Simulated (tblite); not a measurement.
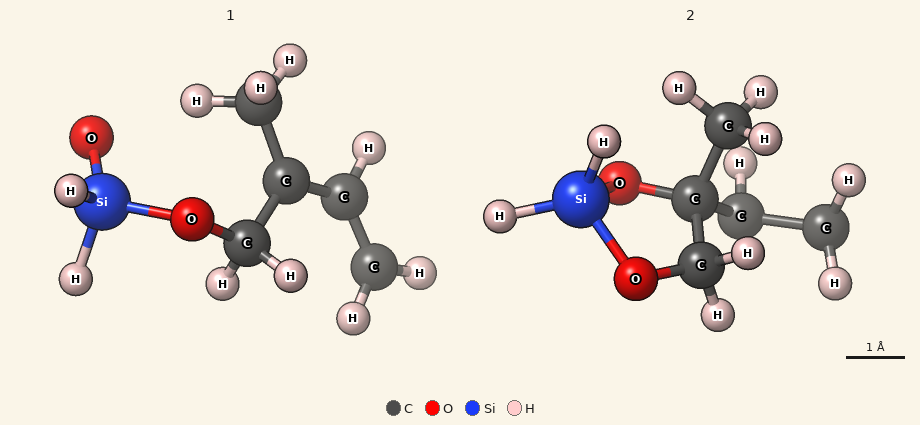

Two geometries of C5H10O2Si (charge −1, multiplicity 2), drawn at one scale. One is the start of a relaxation, the other its converged end. Style: ball-and-stick. Shown at a tilt.

The calculation used tblite 0.8.0, GFN2-xTB geometry optimisation, gas phase. 

Which one is relaxed?

Structure 1 is the relaxed one. The atom that moves furthest after the best rigid fit is an H atom (2.22 Å). Largest moves by element: H 2.22 Å, O 1.55 Å, C 1.30 Å, Si 0.34 Å. Among the contacts that change: C–O 1.380 → 3.497 Å, C–Si 2.371 → 3.438 Å, O–Si 1.729 → 1.541 Å, C–C 1.539 → 1.369 Å. Bonds break, among them: C–O (1.38 → 3.50 Å). Bond angles that change, for instance: O–Si–O 95.4° → 117.0°, C–O–Si 102.9° → 120.6°, C–C–C 109.9° → 127.2°. Groups turn about C–O by about 95°, O–Si by about 95°. Over 227 geometry steps the energy falls by 4.036 eV. Cost: 1.4 s on 1 thread of Arm Neoverse V2, with other jobs on the host.
